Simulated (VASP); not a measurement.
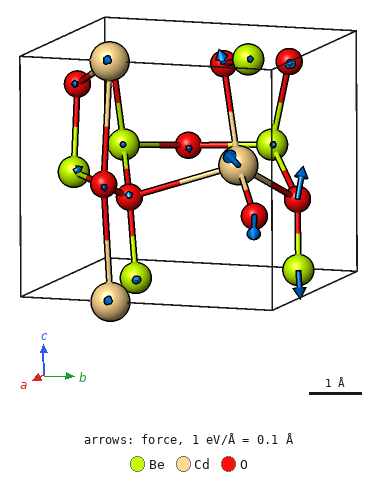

Starting geometry of solid Be$_{3}$CdO$_{4}$ (a generated structure, set up in P1) with the computed forces as blue arrows. A ball-and-stick model of the cell of the calculation, seen slightly off an axis.

The run lets cell and atoms move.

Level of theory: Kohn-Sham DFT of a periodic cell, PBE, VASP PAW PBE potentials, recommended (VASP 6.6.1).

Input
```
SYSTEM = Be3CdO4
PREC = Normal
ENCUT = 520
EDIFF = 1E-5
ISMEAR = 0
SIGMA = 0.05
LREAL = Auto
LASPH = .True.
NELM = 80
ALGO = Fast
ISIF = 3
LWAVE = .False.
LCHARG = .False.
GGA = PE
IBRION = 2
NSW = 110
EDIFFG = -0.03
ISYM = 0
KPAR = 2
```

Run as
```bash
cat potpaw_PBE.64/Be/POTCAR potpaw_PBE.64/Cd/POTCAR potpaw_PBE.64/O/POTCAR > POTCAR
mpirun -np 2 vasp_std > vasp.out
```

Question: What follows when this structure is relaxed?

Answer: It isn't relaxed: the largest force vector, on an O atom, is 9.29 eV/Å. The final displacements follow the starting forces only in part (cosine between the two patterns 0.72). The atom that moves furthest relative to the cell is a Cd atom (0.28 Å roughly along [−1 −3 0]). By element the largest moves are Cd 0.28 Å, O 0.24 Å, Be 0.18 Å. The volume changes by +1.1 %, with a 6.014 → 5.978 Å (−0.6 %), b 5.046 → 5.097 Å (+1.0 %), c 4.696 → 4.727 Å (+0.6 %), α 91.0° → 90.0°, β 89.3° → 90.0°, γ 90.4° → 90.0°. Near-neighbour distances that change, for instance: Cd–O 1.808 → 2.176 Å, Be–O 1.951 → 1.647 Å, Be–O 1.370 → 1.650 Å, Be–O 1.850 → 1.645 Å. Bond angles that change, for instance: Be–O–Cd 113.7° → 98.6°, O–Cd–O 98.1° → 111.8°, O–Be–O 119.2° → 107.3°. The space group stays P1 (No. 1). After 17 geometry steps the energy has fallen by 3.623 eV per cell of the calculation. Largest force component: 8.3 eV/Å at the start, 0.024 eV/Å at the end. The pressure goes from 10.58 to 0.01 GPa.
